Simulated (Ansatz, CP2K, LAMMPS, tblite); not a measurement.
# From one method to another: forces in glassy B2O3 (100 atoms)

100 atoms (40 B, 60 O) placed at random at 1.93 g/cm³, melted at 3000 K for 20 ps at fixed volume with the Buckingham and Coulomb pair potential of Guillot and Sator (Geochim. Cosmochim. Acta 71, 1249 (2007)) with the boron terms of Wang et al. (J. Non-Cryst. Solids 498, 294 (2018)). Quenched from 3000 K to 300 K at 100 K/ps and fixed volume, held 10 ps at zero pressure.

Two calculations on one geometry. First: GFN1-xTB tight binding (the program's own implementation), orbital transformation; periodic xTB differs between programs (CP2K 2026.2; Γ point). Second: Kohn-Sham DFT, PBE, PAW, plane waves (Ansatz 0.2.0; cutoff 420 eV, Γ point, fermi-dirac smearing of 0.05 eV; PAW set soft_2).

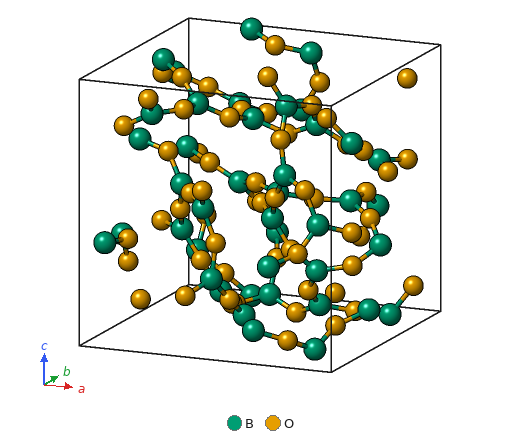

The structure (boron teal, oxygen orange). Bonds to atoms that aren't drawn are left out. Some periodic images of atoms are drawn too.

Cell vectors (Å):

```
10.452 0.000 0.000
0.000 10.452 0.000
0.000 0.000 10.452
```

Atom, position (Å) and force of the first calculation (eV/Å):

```
1 B 8.919 1.963 0.307 1.067 0.694 -0.918
2 B 6.216 4.134 4.676 1.536 1.183 1.004
3 B 7.697 4.958 2.574 -0.594 0.621 1.489
4 B 3.501 5.465 1.245 0.644 0.489 0.889
5 B 4.700 10.406 7.335 -1.256 -1.466 1.269
6 B 7.842 7.859 4.666 -0.874 -0.144 -1.366
7 B 0.572 7.798 9.004 0.810 1.089 0.224
8 B 10.287 2.345 8.425 1.287 1.059 1.439
9 B 1.121 5.450 10.088 -0.389 -1.479 0.035
10 B 0.974 0.199 4.095 -0.127 -0.791 0.203
11 B 5.365 3.399 0.957 -0.845 0.988 -0.421
12 B 2.330 1.583 8.979 -1.063 -0.262 1.013
13 B 0.934 9.127 1.764 -1.653 1.329 0.489
14 B 7.163 6.181 7.971 0.355 -2.195 -1.028
15 B 9.037 1.987 5.175 0.365 -0.013 -0.121
16 B 3.026 8.355 7.885 -0.354 -1.189 0.390
17 B 4.867 1.409 2.779 -0.869 0.025 -0.371
18 B 1.883 5.485 3.519 -0.226 -0.630 -0.996
19 B 4.569 6.079 7.975 -0.242 -0.342 -0.531
20 B 4.594 7.598 0.730 0.575 -0.365 1.066
21 B 3.116 8.142 4.873 0.273 0.331 0.050
22 B 7.043 6.747 0.765 -0.004 0.607 -0.233
23 B 2.543 3.921 5.705 -0.346 0.144 -0.710
24 B 6.900 3.882 9.198 -0.145 0.374 -0.877
25 B 5.366 9.787 9.770 0.641 1.340 0.558
26 B 9.772 6.262 3.492 -0.366 -0.104 0.974
27 B 5.368 6.593 5.023 -0.126 -0.238 -0.604
28 B 9.489 6.803 6.675 1.433 -0.025 0.772
29 B 7.340 2.721 6.790 0.140 1.362 0.194
30 B 7.176 0.103 1.292 0.824 0.333 -0.168
31 B 2.911 9.753 0.021 -0.879 0.503 -0.303
32 B 10.308 3.928 1.540 0.424 -0.086 -1.363
33 B 0.666 8.755 5.868 0.739 0.200 -1.930
34 B 3.170 4.004 8.897 -0.416 1.702 0.489
35 B 9.317 8.227 0.270 1.010 -0.789 1.361
36 B 4.160 9.335 2.726 -0.515 -1.404 0.901
37 B 4.332 1.826 5.413 0.044 -0.253 -0.767
38 B 0.526 4.581 7.114 -1.934 -0.446 -0.241
39 B 0.616 2.709 3.832 -1.373 -0.647 -1.471
40 B 7.855 10.426 3.886 0.112 -1.761 -0.218
41 O 6.963 4.184 3.502 0.520 0.187 -0.608
42 O 8.970 7.124 4.260 0.108 0.674 0.135
43 O 7.389 5.190 8.980 -0.720 0.488 -0.311
44 O 3.398 2.825 5.685 0.605 -0.294 0.173
45 O 7.881 9.257 4.691 0.122 0.148 -0.575
46 O 4.158 9.128 10.104 -0.971 -0.312 1.033
47 O 8.244 6.621 7.204 -0.577 0.738 0.564
48 O 4.308 0.200 2.343 0.655 0.196 0.005
49 O 7.050 3.005 8.101 -0.521 0.209 0.657
50 O 6.602 7.209 4.782 0.318 0.402 0.396
51 O 9.271 3.125 1.006 0.022 -0.463 0.215
52 O 10.108 8.078 6.476 -0.878 -0.495 0.229
53 O 0.975 9.879 2.953 -0.178 -0.451 -0.815
54 O 9.422 1.927 9.424 -0.024 -0.071 0.064
55 O 4.160 7.272 5.150 0.390 -0.996 0.459
56 O 10.332 5.690 6.558 0.527 -0.562 0.547
57 O 5.221 2.328 1.803 0.433 -0.310 0.129
58 O 2.669 5.478 2.377 -0.007 0.054 0.112
59 O 0.703 6.248 3.560 -0.639 -0.378 -0.081
60 O 1.113 1.707 8.350 -0.371 -0.443 0.233
61 O 5.496 10.321 8.510 0.538 0.414 -0.093
62 O 5.879 6.326 7.448 -0.090 0.142 1.603
63 O 10.060 2.867 4.784 -1.214 -0.476 0.694
64 O 1.687 8.439 8.382 0.116 0.149 0.104
65 O 2.215 4.697 9.677 -0.271 -0.261 -0.040
66 O 4.162 4.776 8.282 0.501 -0.151 0.139
67 O 6.242 10.054 0.389 -0.076 -0.021 -0.550
68 O 1.873 8.151 5.508 1.182 -1.047 0.256
69 O 3.604 6.651 0.488 -0.628 -0.687 0.606
70 O 10.139 8.567 1.400 0.494 0.288 0.173
71 O 10.211 3.618 7.839 0.224 0.324 -0.292
72 O 0.648 6.465 9.288 0.121 0.092 0.404
73 O 5.862 7.219 0.237 1.133 0.069 0.171
74 O 4.927 1.670 4.132 -0.668 0.562 0.820
75 O 6.680 3.305 5.714 -1.125 0.393 -0.510
76 O 9.900 8.535 9.517 1.302 -1.032 -1.382
77 O 0.556 3.388 2.598 0.378 0.014 1.102
78 O 3.683 9.434 7.326 -0.481 -0.203 0.076
79 O 8.589 1.066 4.216 -0.201 0.622 0.554
80 O 7.051 5.631 1.595 -0.335 0.309 -0.636
81 O 4.623 8.218 2.019 -0.806 1.562 0.235
82 O 8.208 7.464 0.477 0.190 0.288 -0.022
83 O 9.028 5.298 2.824 0.632 -0.577 -0.190
84 O 1.833 4.285 6.839 0.721 -0.609 -0.198
85 O 8.257 0.887 0.828 -0.721 0.379 -0.148
86 O 2.032 9.163 0.942 1.256 0.485 -1.388
87 O 5.325 5.183 4.953 0.230 0.006 -0.100
88 O 0.563 10.052 5.299 -0.153 0.290 -0.081
89 O 4.725 0.854 6.352 0.058 1.241 -0.309
90 O 0.374 4.992 0.721 -0.212 -0.758 0.396
91 O 8.476 2.024 6.476 0.630 -0.225 -1.504
92 O 3.651 7.087 7.984 -0.148 0.838 -0.061
93 O 2.194 4.593 4.537 0.430 0.050 0.117
94 O 3.434 9.096 3.940 0.252 0.652 -1.467
95 O 3.193 2.636 8.994 0.698 0.654 -0.470
96 O 4.421 4.435 1.083 -0.195 -0.178 -0.156
97 O 6.307 3.488 10.378 -0.147 -0.508 0.071
98 O 2.644 0.508 9.826 -0.076 -0.910 0.197
99 O 7.187 10.261 2.660 -0.073 0.340 -0.673
100 O 1.345 1.548 3.982 0.033 -0.579 -0.182
```

**Question.** What forces does the second calculation give?

Atom and force (eV/Å):

```
1 1.442 0.701 -1.254
2 1.824 1.803 0.964
3 -0.659 1.114 1.936
4 0.945 0.444 1.166
5 -1.487 -1.947 1.979
6 -1.378 0.158 -1.821
7 0.808 1.093 0.720
8 2.014 1.132 1.819
9 -0.480 -1.834 -0.045
10 -0.101 -0.942 -0.023
11 -1.252 1.373 -0.444
12 -1.647 -0.065 1.131
13 -1.765 1.786 0.428
14 0.304 -2.901 -0.874
15 0.031 -0.200 -0.297
16 -0.059 -1.679 0.496
17 -1.259 -0.119 -0.234
18 -0.242 -0.963 -1.337
19 -0.541 -0.132 -0.210
20 0.597 -0.528 1.516
21 0.718 0.586 -0.208
22 0.311 0.576 -0.060
23 -0.455 0.192 -0.848
24 -0.328 0.457 -1.624
25 0.817 1.867 0.636
26 -0.675 -0.311 1.025
27 0.396 -0.172 -0.829
28 1.959 -0.613 0.835
29 0.189 1.708 0.107
30 1.077 0.826 -0.422
31 -1.265 1.297 -0.432
32 0.425 -0.420 -1.672
33 1.069 0.517 -2.503
34 -0.743 1.940 0.564
35 1.766 -0.870 1.338
36 -0.446 -1.648 1.149
37 -0.223 -0.283 -0.872
38 -2.353 -0.826 -0.265
39 -1.961 -1.169 -1.711
40 0.405 -2.268 -0.093
41 0.626 -0.036 -0.863
42 0.270 0.649 0.257
43 -0.489 0.793 -0.073
44 0.674 -0.353 0.362
45 0.148 0.257 -0.319
46 -0.975 -0.879 1.099
47 -0.760 1.098 0.433
48 0.499 0.311 -0.198
49 -0.590 0.018 0.791
50 0.323 0.322 0.373
51 -0.294 -0.106 0.450
52 -1.248 -0.398 0.649
53 -0.245 -0.644 -0.931
54 -0.257 -0.306 0.056
55 0.033 -1.086 0.515
56 0.478 -0.293 0.264
57 0.672 -0.608 0.162
58 -0.016 0.320 0.176
59 -0.544 -0.151 -0.097
60 -0.501 -0.560 -0.091
61 0.713 0.524 -0.381
62 -0.133 0.465 1.343
63 -1.035 -0.144 0.779
64 0.031 0.597 -0.013
65 -0.225 -0.352 0.087
66 0.834 -0.442 0.012
67 -0.103 -0.086 -0.580
68 1.203 -1.282 0.468
69 -0.649 -0.549 0.428
70 0.163 0.051 0.327
71 -0.013 0.737 -0.272
72 -0.029 0.031 0.350
73 0.806 0.223 -0.149
74 -0.393 0.630 0.875
75 -1.293 0.246 -0.601
76 1.270 -0.795 -1.643
77 0.754 -0.007 1.214
78 -0.566 0.039 -0.243
79 -0.059 0.933 0.446
80 -0.562 0.301 -0.681
81 -0.641 1.312 0.410
82 -0.052 0.278 -0.019
83 0.749 -0.715 -0.357
84 1.042 -0.577 -0.100
85 -0.736 0.059 -0.005
86 1.490 0.209 -1.320
87 -0.050 -0.247 -0.065
88 -0.229 0.309 0.347
89 0.295 1.419 -0.493
90 -0.256 -0.493 0.436
91 0.722 -0.518 -1.163
92 -0.423 0.854 0.027
93 0.364 -0.178 0.183
94 0.258 0.937 -1.376
95 1.156 0.519 -0.478
96 -0.050 -0.379 -0.280
97 0.052 -0.789 0.241
98 0.169 -0.873 0.260
99 -0.445 0.139 -0.541
100 0.290 -0.414 -0.215
```

The two sets differ by 265 meV/Å r.m.s., 31 % of the r.m.s. force of the Ansatz run. Periodic xTB results under one method name differ between programs and library versions. The network of bonds at the start is that of the classical potential that made the cell, and needn't be the one that DFT or experiment would give. The electronic-structure runs sample only Γ, in a cell whose shortest periodic width is 10 Å.

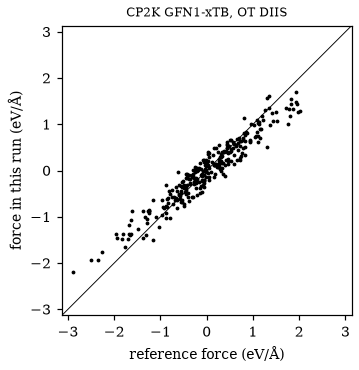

Force components against those of the reference; the line marks equality.

[Logs are printed without paths, hosts, clocks, repeated set-up lines and the standing remarks that a program may print on its own settings, such as how far it seeks lower states.]

[Hosts, paths, dates, database ids (printed as entryN), source tags and the programs' standing remarks are cut or masked in the printed files.]
